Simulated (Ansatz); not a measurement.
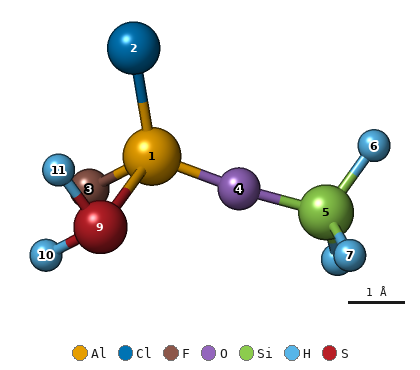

The structure as given in the input (ball-and-stick view, seen at a tilt; atoms are numbered from 1 in the order of the input). Sticks mark near contacts. Bond lengths as drawn: Al–Cl 2.11 Å, Al–F 1.67 Å, Al–O 1.69 Å, Al–S 2.51 Å, H–S 1.35 Å, H–Si 1.49 to 1.50 Å and O–Si 1.64 Å.

AlSiH5SClOF: nudged elastic band (part 1 of 2)

AlSiH5SClOF, computed with RKS PBE0-D4/def2-SVP (Ansatz 0.2.0).

One setting was made poor on purpose. It belongs to a series of runs on one base structure; here: band between the two ends. Figures and captions count atoms from 1; the log counts them from 0 in places.

### Input
```yaml
crystal:
  periodic: [false, false, false]
  atoms:
    - { symbol: Al, position_ang: [0.081233, -0.117207, 0.580157] }
    - { symbol: Cl, position_ang: [0.562992, -0.919109, 2.471754] }
    - { symbol: F, position_ang: [1.380637, 0.324956, -0.372979] }
    - { symbol: O, position_ang: [-1.345046, -0.598673, -0.186586] }
    - { symbol: Si, position_ang: [-2.704892, -1.210344, -0.871972] }
    - { symbol: H, position_ang: [-3.036258, -2.54909, -0.295048] }
    - { symbol: H, position_ang: [-3.858731, -0.288515, -0.629301] }
    - { symbol: H, position_ang: [-2.528693, -1.357554, -2.348699] }
    - { symbol: S, position_ang: [-0.433752, 2.240189, 1.259135] }
    - { symbol: H, position_ang: [0.618797, 2.709351, 0.547406] }
    - { symbol: H, position_ang: [0.273914, 2.157595, 2.410334] }
basis:
  gaussian: { orbitals: def2-SVP }
hamiltonian:
  xc: pbe0
  dispersion: d4
neb:
  order_check: false
  images: 9
  f_tol: 0.2
  max_iterations: 60
  final_atoms:
    - { symbol: Al, position_ang: [0.03983749, -0.12269212, 0.64242776] }
    - { symbol: Cl, position_ang: [0.41246995, -0.79070766, 2.6095081] }
    - { symbol: F, position_ang: [1.39525155, 0.16036434, -0.29357242] }
    - { symbol: O, position_ang: [-1.38727515, -0.58865992, -0.13294243] }
    - { symbol: Si, position_ang: [-2.71133828, -1.21846055, -0.86990993] }
    - { symbol: H, position_ang: [-2.806406, -2.69107564, -0.63342443] }
    - { symbol: H, position_ang: [-3.94954072, -0.56864708, -0.33852588] }
    - { symbol: H, position_ang: [-2.65404019, -0.97434997, -2.34359519] }
    - { symbol: S, position_ang: [-0.35788172, 2.30251901, 1.11636248] }
    - { symbol: H, position_ang: [0.78833342, 2.63896482, 0.47883132] }
    - { symbol: H, position_ang: [0.24079064, 2.24434377, 2.32904163] }
  initial_path:
    images:
      - { positions_ang: [[0.081233, -0.117207, 0.580157], [0.562992, -0.919109, 2.471754], [1.380637, 0.324956, -0.372979], [-1.345046, -0.598673, -0.186586], [-2.704892, -1.210344, -0.871972], [-3.036258, -2.54909, -0.295048], [-3.858731, -0.288515, -0.629301], [-2.528693, -1.357554, -2.348699], [-0.433752, 2.240189, 1.259135], [0.618797, 2.709351, 0.547406], [0.273914, 2.157595, 2.410334]] }
      - { positions_ang: [[0.06535974, -0.09455763, 0.46588809], [0.44589145, -0.74401693, 2.4950816], [1.39915864, 0.25956022, -0.46286134], [-1.38225938, -0.47466202, -0.32835472], [-2.70189373, -1.20718043, -0.8699331], [-2.88981747, -2.48099842, -0.21301295], [-3.88334222, -0.35608005, -0.60105733], [-2.58139485, -1.44741039, -2.31561495], [-0.32161726, 2.27397104, 1.17819846], [0.62856228, 2.65234822, 0.86708601], [0.2315538, 2.0106254, 2.34878123]] }
      - { positions_ang: [[0.04948647, -0.07190826, 0.35161918], [0.32879091, -0.56892486, 2.5184092], [1.41768028, 0.19416445, -0.55274369], [-1.41947276, -0.35065105, -0.47012343], [-2.69889547, -1.20401687, -0.86789421], [-2.74337693, -2.41290685, -0.1309779], [-3.90795345, -0.4236451, -0.57281366], [-2.63409669, -1.53726678, -2.2825309], [-0.20948253, 2.30775307, 1.09726192], [0.63832757, 2.59534544, 1.18676602], [0.1891936, 1.86365581, 2.28722847]] }
      - { positions_ang: [[0.03361321, -0.04925889, 0.23735028], [0.21169036, -0.39383279, 2.5417368], [1.43620192, 0.12876867, -0.64262603], [-1.45668613, -0.22664007, -0.61189215], [-2.6958972, -1.2008533, -0.86585531], [-2.5969364, -2.34481527, -0.04894285], [-3.93256467, -0.49121015, -0.54457], [-2.68679854, -1.62712317, -2.24944684], [-0.09734779, 2.34153511, 1.01632538], [0.64809285, 2.53834266, 1.50644603], [0.14683341, 1.71668621, 2.2256757]] }
      - { positions_ang: [[0.01773994, -0.02660952, 0.12308137], [0.09458981, -0.21874072, 2.5650644], [1.45472356, 0.06337289, -0.73250838], [-1.49389951, -0.10262909, -0.75366087], [-2.69289894, -1.19768973, -0.86381641], [-2.45049587, -2.2767237, 0.03309221], [-3.95717589, -0.5587752, -0.51632633], [-2.73950039, -1.71697957, -2.21636279], [0.01478694, 2.37531714, 0.93538884], [0.65785813, 2.48133988, 1.82612604], [0.10447321, 1.56971662, 2.16412293]] }
      - { positions_ang: [[0.00186668, -0.00396015, 0.00881246], [-0.02251073, -0.04364865, 2.58839199], [1.4732452, -0.00202289, -0.82239072], [-1.53111289, 0.02138188, -0.89542959], [-2.68990067, -1.19452617, -0.86177752], [-2.30405533, -2.20863212, 0.11512726], [-3.98178712, -0.62634025, -0.48808266], [-2.79220223, -1.80683596, -2.18327874], [0.12692168, 2.40909918, 0.8544523], [0.66762341, 2.42433709, 2.14580604], [0.06211301, 1.42274702, 2.10257017]] }
      - { positions_ang: [[0.00946084, -0.02770654, 0.13553552], [0.0644854, -0.19306045, 2.59261522], [1.45764647, 0.03045456, -0.71662706], [-1.50234534, -0.10062648, -0.74293216], [-2.6941882, -1.19931304, -0.863404], [-2.40452547, -2.30512082, -0.03458308], [-3.97533784, -0.61480162, -0.45817131], [-2.76456982, -1.64033876, -2.21534203], [0.029961, 2.38778315, 0.90683434], [0.69176542, 2.46726264, 1.8124111], [0.09784854, 1.58706637, 2.14786446]] }
      - { positions_ang: [[0.017055, -0.05145294, 0.26225858], [0.15148154, -0.34247225, 2.59683844], [1.44204774, 0.062932, -0.6108634], [-1.47357779, -0.22263484, -0.59043473], [-2.69847572, -1.20409992, -0.86503048], [-2.5049956, -2.40160953, -0.18429342], [-3.96888856, -0.60326298, -0.42825995], [-2.73693742, -1.47384156, -2.24740532], [-0.06699968, 2.36646711, 0.95921638], [0.71590742, 2.51018819, 1.47901616], [0.13358406, 1.75138572, 2.19315875]] }
      - { positions_ang: [[0.02464917, -0.07519933, 0.38898164], [0.23847768, -0.49188406, 2.60106166], [1.42644901, 0.09540945, -0.50509974], [-1.44481024, -0.3446432, -0.4379373], [-2.70276324, -1.2088868, -0.86665697], [-2.60546573, -2.49809823, -0.33400376], [-3.96243928, -0.59172435, -0.39834859], [-2.70930501, -1.30734436, -2.27946861], [-0.16396036, 2.34515108, 1.01159841], [0.74004942, 2.55311373, 1.14562121], [0.16931959, 1.91570507, 2.23845304]] }
      - { positions_ang: [[0.03224333, -0.09894573, 0.5157047], [0.32547381, -0.64129586, 2.60528488], [1.41085028, 0.12788689, -0.39933608], [-1.4160427, -0.46665156, -0.28543987], [-2.70705076, -1.21367367, -0.86828345], [-2.70593586, -2.59458694, -0.48371409], [-3.95599, -0.58018571, -0.36843724], [-2.6816726, -1.14084716, -2.3115319], [-0.26092104, 2.32383504, 1.06398045], [0.76419142, 2.59603928, 0.81222627], [0.20505512, 2.08002442, 2.28374734]] }
      - { positions_ang: [[0.03983749, -0.12269212, 0.64242776], [0.41246995, -0.79070766, 2.6095081], [1.39525155, 0.16036434, -0.29357242], [-1.38727515, -0.58865992, -0.13294243], [-2.71133828, -1.21846055, -0.86990993], [-2.806406, -2.69107564, -0.63342443], [-3.94954072, -0.56864708, -0.33852588], [-2.65404019, -0.97434997, -2.34359519], [-0.35788172, 2.30251901, 1.11636248], [0.78833342, 2.63896482, 0.47883132], [0.24079064, 2.24434377, 2.32904163]] }
```

Launch command:
```bash
ansatz run input.yaml --threads 4 --pin off --max-ram 5120MiB --backend cpu --events-out ev --progress --plain --runs-dir out
```

### The program's output
```
Engine: ansatz 0.2.0, aarch64-unknown-linux-gnu
Functional definition: PBE0
  parameter a = 0.25
  parameter kappa = 0.804
  parameter beta = 0.06672455060314922
  exchange = (1 - a)*pbe_x(kappa = kappa, mu = beta*pi^2/3) + a*exact_x
  correlation = pbe_c(beta = beta)
1238 factors; integrals over basis functions are off by at most 5.3e-4 eV
mean field evaluation 1: about -42643.7655 eV, gradient 6.1e1 eV
mean field evaluation 2: about -42631.0513 eV, gradient 1.0e2 eV
mean field evaluation 4: about -42650.0440 eV, gradient 5.2e0 eV
mean field evaluation 8: about -42650.1048 eV, gradient 3.0e-2 eV
mean field -42650.10479153 eV, -1567.3624418095 hartree, gradient 8.5e-6 eV, S^2 0.000000; 0 other end points of the search recorded, 0 dependent functions left out
the calculation of the forces begins
reference -42650.10482555 eV, -1567.3624430596 hartree; 41, 41 occupied and 84, 84 virtual orbitals, 1238 factors
1238 factors; integrals over basis functions are off by at most 5.1e-4 eV
mean field evaluation 16: about -42643.7653 eV, gradient 6.1e1 eV
mean field -42650.10400789 eV, -1567.3624130110 hartree, gradient 8.2e-6 eV, S^2 0.000000; 0 other end points of the search recorded, 0 dependent functions left out
[... from here on the field's lines of each further geometry are left out, up to the last ...]
NEB iter   1: max|band force component| = 4.163e1 eV/Å  barrier→ = 7.9041 eV  barrier← = 7.9030 eV  Δτ_max = 0.2000 Å  (286 SCF iters)
NEB iter   2: max|band force component| = 1.008e1 eV/Å  barrier→ = 1.9823 eV  barrier← = 1.9813 eV  Δτ_max = 0.2000 Å  (294 SCF iters)
NEB iter   3: max|band force component| = 5.740e0 eV/Å  barrier→ = 1.3401 eV  barrier← = 1.3391 eV  Δτ_max = 0.2000 Å  (264 SCF iters)
NEB iter   4: max|band force component| = 1.982e0 eV/Å  barrier→ = 0.9767 eV  barrier← = 0.9756 eV  Δτ_max = 0.1981 Å  (262 SCF iters)
NEB iter   5: max|band force component| = 9.560e-1 eV/Å  barrier→ = 0.7387 eV  barrier← = 0.7377 eV  Δτ_max = 0.1959 Å  (259 SCF iters)
NEB iter   6: max|band force component| = 1.025e0 eV/Å  barrier→ = 0.6502 eV  barrier← = 0.6491 eV  Δτ_max = 0.1013 Å  (265 SCF iters)
NEB iter   7: max|band force component| = 1.048e0 eV/Å  barrier→ = 0.5187 eV  barrier← = 0.5176 eV  Δτ_max = 0.0504 Å  (263 SCF iters)
NEB iter   8: max|band force component| = 8.397e-1 eV/Å  barrier→ = 0.4377 eV  barrier← = 0.4367 eV  Δτ_max = 0.1007 Å  (264 SCF iters)
NEB iter   9: max|band force component| = 6.189e-1 eV/Å  barrier→ = 0.3040 eV  barrier← = 0.3030 eV  Δτ_max = 0.0996 Å  (266 SCF iters)
NEB iter  10: max|band force component| = 4.439e-1 eV/Å  barrier→ = 0.2020 eV  barrier← = 0.2010 eV  CI = image 5  Δτ_max = 0.0996 Å  (263 SCF iters)
NEB iter  11: max|band force component| = 4.346e-1 eV/Å  barrier→ = 0.1569 eV  barrier← = 0.1559 eV  CI = image 5  Δτ_max = 0.1500 Å  (258 SCF iters)
NEB iter  12: max|band force component| = 3.386e-1 eV/Å  barrier→ = 0.0894 eV  barrier← = 0.0884 eV  CI = image 5  Δτ_max = 0.1993 Å  (261 SCF iters)
NEB iter  13: max|band force component| = 2.910e-1 eV/Å  barrier→ = 0.0614 eV  barrier← = 0.0604 eV  CI = image 5  Δτ_max = 0.1448 Å  (254 SCF iters)
NEB iter  14: max|band force component| = 3.165e-1 eV/Å  barrier→ = 0.0498 eV  barrier← = 0.0488 eV  CI = image 5  Δτ_max = 0.0734 Å  (263 SCF iters)
NEB iter  15: max|band force component| = 2.377e-1 eV/Å  barrier→ = 0.0359 eV  barrier← = 0.0349 eV  CI = image 5  Δτ_max = 0.0666 Å  (258 SCF iters)
the calculation of the forces begins
reference -42650.10271280 eV, -1567.3623654173 hartree; 41, 41 occupied and 84, 84 virtual orbitals, 1238 factors
1238 factors; integrals over basis functions are off by at most 5.4e-4 eV
mean field evaluation 1248: about -42630.6084 eV, gradient 1.0e2 eV
mean field -42650.07351767 eV, -1567.3612925162 hartree, gradient 1.8e-5 eV, S^2 0.000000; 1 other end points of the search recorded, 0 dependent functions left out
the calculation of the forces begins
reference -42650.07355199 eV, -1567.3612937775 hartree; 41, 41 occupied and 84, 84 virtual orbitals, 1238 factors
NEB iter  16: max|band force component| = 1.727e-1 eV/Å  barrier→ = 0.0271 eV  barrier← = 0.0261 eV  CI = image 5  Δτ_max = 0.0000 Å  (504 SCF iters)
```

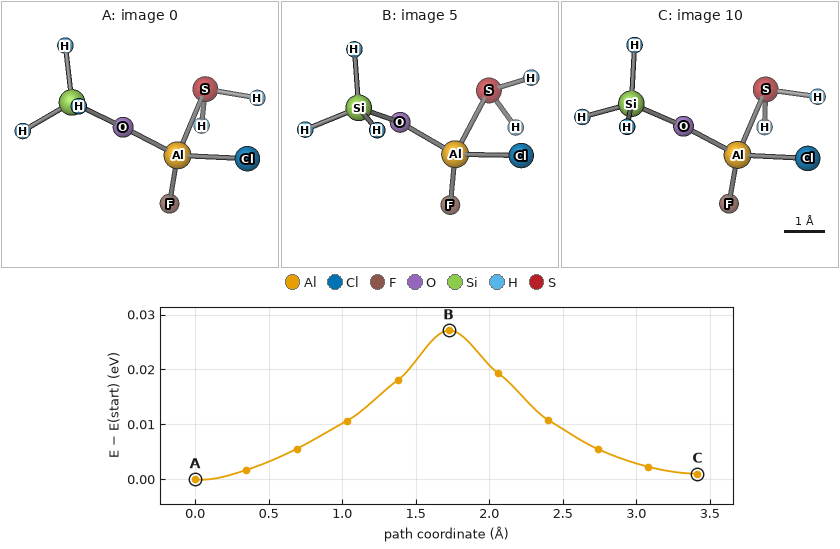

Images of the last band (counted from 0; ball-and-stick, seen at a tilt) above the energy along the path; the line is a cubic interpolation that uses the forces. The highest image is number 5, 0.027 eV above the start and 0.026 eV above the end (the climbing image); the end lies 0.001 eV above the start. The path is 3.42 Å long. The band converged in 16 iterations.
